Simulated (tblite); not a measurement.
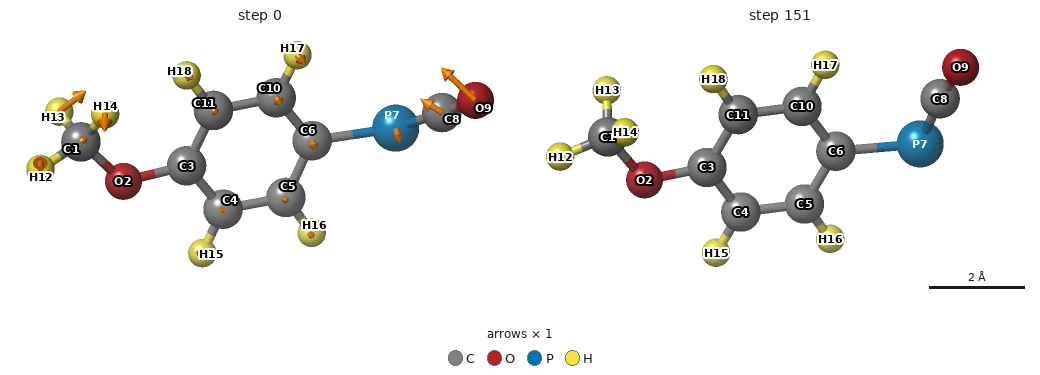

The structure of C₈H₇O₂P before (left) and after (right) a relaxation, at one scale. The orange arrows give the displacements, at their true length.

A ball-and-stick model, seen at a tilt.

These are results of GFN2-xTB geometry optimisation, gas phase in tblite 0.8.0, not measurements. 

Summarise the run.

The atom that moves furthest after the best rigid fit is O9 (1.02 Å). Largest moves by element: O 1.02 Å, H 0.80 Å, C 0.55 Å, P 0.35 Å. Near-neighbour distances that change, for instance: O2–C3 1.395 → 1.358 Å, C8–O9 1.196 → 1.163 Å, C1–H12 1.120 → 1.089 Å, C3–C4 1.377 → 1.397 Å. Among the angles between lasting bonds that change: C6–P7–C8 116.3° → 97.8°, O2–C1–H12 112.1° → 105.6°, O2–C1–H13 105.2° → 111.5°. Groups turn about C6–P7 by about 30°, C1–O2 by about 25°. After 151 geometry steps the energy has fallen by 0.613 eV.
